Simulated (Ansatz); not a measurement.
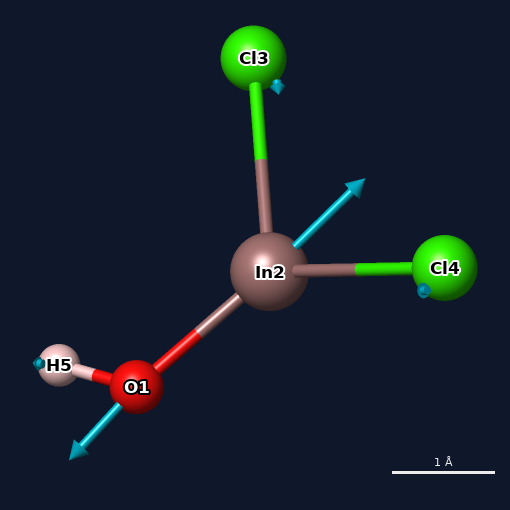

Arrows show the forces on the atoms, 0.09 Å of arrow for 1 eV/Å; forces under a tenth of the largest aren't drawn. Level of theory: RHF-CCSD(T) (frozen core)/def2-TZVPP (Ansatz 0.2.0).

On which atom is the force largest, and how large is it?

On In2: 10.79 eV/Å.

Along which bond is the force strongest?

O1–In2, now 1.727 Å: the forces push its atoms apart, so a first step downhill lengthens it.

List the force components in the frame of the picture (x right, y up, z towards the viewer), in eV/Å.

| atom | Fx | Fy | Fz |
| --- | --- | --- | --- |
| O1 | −5.58 | −6.05 | 0.34 |
| In2 | 7.69 | 7.50 | 0.95 |
| Cl3 | 0.18 | −1.44 | 0.80 |
| Cl4 | −1.14 | −0.11 | −1.34 |
| H5 | −1.15 | 0.10 | −0.75 |
